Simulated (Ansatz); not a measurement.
# PH (SMILES [PH]) at U-r2SCAN0/cc-pVTZ

What is the electronic atomisation energy of PH at U-r2SCAN0/cc-pVTZ? 

The calculation is run with Ansatz 0.2.0.

30 further runs of the same task are left out: 30 set aside as unsound or not needed.

## (1) The system as given

The species is PH (2 atoms), meant as a triplet with charge 0. As SMILES, `[PH]`. Geometry: relaxed at PBE0-D4/def2-TZVP.

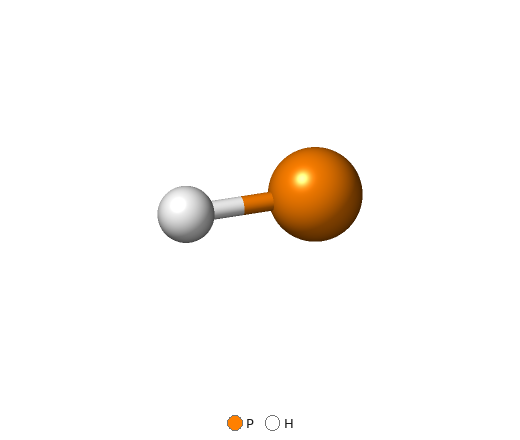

The structure, seen from a chosen angle (phosphorus orange, hydrogen white).

## (2) The energy at U-r2SCAN0/cc-pVTZ

File run.yaml:

```yaml
crystal:
  periodic: [false, false, false]
  atoms:
    - {symbol: P, position_ang: [-0.000000, -0.000000, -0.014610]}
    - {symbol: H, position_ang: [0.000000, 0.000000, 1.413680]}
basis:
  gaussian: {orbitals: cc-pVTZ}
magnetization: {spin_polarized: true, initial_magnetization: 2}
hamiltonian: {xc: {name: r2SCAN0}}
accuracy: high
output: {orbitals: {seedname: orbitals}}
```

On the command line:

```bash
$ ansatz run run.yaml --threads 1 --pin off --max-ram 3480MiB --events-out events.jsonl --progress --plain --runs-dir runs
```

Output:

```text
Warning: RAYON_NUM_THREADS=1 ignored (pool sized by the plan → 1); use --threads N
Functional definition: r2SCAN0
  name "r2SCAN0"
  parameter a = 0.25
  parameter k0 = 0.174
  parameter k1 = 0.065
  parameter a1 = 4.9479
  exchange = (1 - a)*r2scan_x(k0 = k0, k1 = k1, a1 = a1) + a*exact_x
  correlation = r2scan_c
622 factors; integrals over basis functions are off by at most 3.8e-9 eV
mean field evaluation 1: about -9302.2937 eV, gradient 5.0e0 eV
mean field evaluation 2: about -9302.4794 eV, gradient 1.8e0 eV
mean field evaluation 4: about -9302.5069 eV, gradient 1.6e-1 eV
mean field evaluation 8: about -9302.5061 eV, gradient 6.7e-3 eV
mean field evaluation 16: about -9302.5061 eV, gradient 3.3e-7 eV
mean field -9302.50608313 eV, -341.8607930898 hartree, gradient 6.8e-9 eV, S^2 2.014052; 0 other end points of the search recorded, 0 dependent functions left out
reference -9302.50608437 eV, -341.8607931356 hartree; 9, 7 occupied and 39, 41 virtual orbitals, 622 factors
Total energy: -9302.50608437 eV, -341.8607931356 hartree
```

Wall time 2.7 s (1 thread of Arm Neoverse V2, shared host); peak memory 0.15 GiB.

## (3) The H atom

File input.yaml:

```yaml
basis:
  gaussian: {orbitals: cc-pVTZ}
crystal:
  periodic: [false, false, false]
  atoms:
    - symbol: H
      position_ang: [0.000000, 0.000000, 0.000000]
magnetization: {spin_polarized: true, initial_magnetization: 1}
hamiltonian: {xc: {name: r2SCAN0}}
accuracy: high
```

Run the same way, it converges to -0.49987 Eh (log not shown).

## (4) The P atom

File molecule.yaml:

```yaml
crystal:
  periodic: [false, false, false]
  atoms:
    - {symbol: P, position_ang: [0.000000, 0.000000, 0.000000]}
basis:
  gaussian: {orbitals: cc-pVTZ}
total_charge: 0
magnetization: {spin_polarized: true, initial_magnetization: 3}
hamiltonian: {xc: {name: r2SCAN0}}
accuracy: high
```

Run the same way, it converges to -341.24287 Eh (log not shown).

## (5) Summary of results

Level: U-r2SCAN0/cc-pVTZ.

| quantity | value |
| --- | --- |
| molecule: total energy | -341.86079 Eh |
| molecule: HOMO energy (highest over α and β) | -7.68 eV |
| molecule: LUMO energy (lowest over α and β) | -2.47 eV |
| molecule: ⟨S²⟩ | 2.014 |
| H atom: total energy | -0.49987 Eh |
| H atom: ⟨S²⟩ | 0.750 |
| P atom: total energy | -341.24287 Eh |
| P atom: ⟨S²⟩ | 3.750 |
| electronic atomisation energy | 3.212 eV |

In words: Taking the molecule apart into free atoms costs 3.21 eV (74 kcal/mol), before zero-point energy and without spin-orbit coupling.
